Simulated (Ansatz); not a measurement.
```xyz
11

Si    0.3955   -0.0710   -0.0061
Si    0.2015   -0.0928    2.3446
H    -0.7339   -1.1822    2.8021
H     1.5461   -0.3589    2.9754
H    -0.2981    1.2279    2.8668
H     1.8274   -0.3312   -0.4040
H    -0.0114    1.2599   -0.5761
H    -0.4519   -1.1513   -0.6270
S    -3.0350    0.4803    0.9067
H    -3.1497   -0.8294    0.5527
H    -3.1686    0.1759    2.2270
```

Method: RKS PBE-D4/def2-SVP in Ansatz 0.2.0.

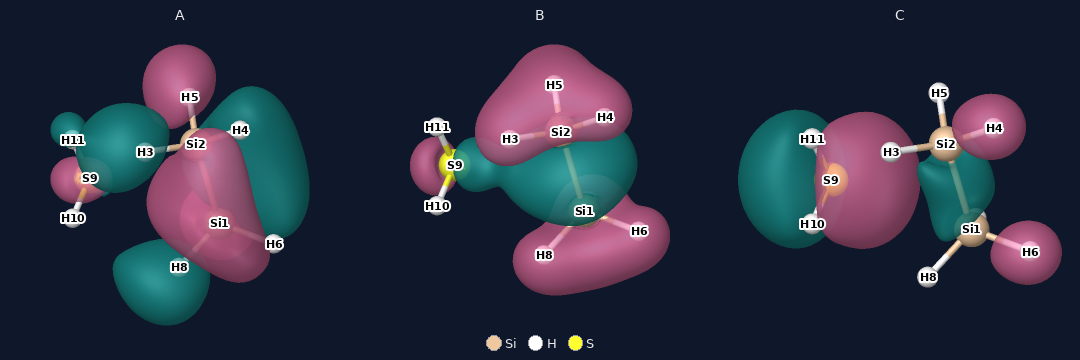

H6Si2···H2S. Three frontier orbitals at ±0.06 Å⁻³ᐟ² (teal and pink are the two phases), in no order.

Which picture is the HOMO−1, the HOMO and the LUMO?

Answer. B is the HOMO−1 (−7.15 eV). It lies mainly on Si2 (about 35 %) and Si1 (about 35 %). C is the HOMO (−6.26 eV). Its weight (Hirshfeld) is mainly on S9 (about 80 %); largely a lone pair of S9. A is the LUMO (−0.58 eV). By Hirshfeld shares it lies mainly on Si2 (about 30 %), Si1 (about 30 %), H3 (about 10 %), H8 (about 10 %) and H7 (about 5 %); π-bonding across Si2–Si1.

What is the HOMO–LUMO gap?

Answer. 5.68 eV between the orbital energies.
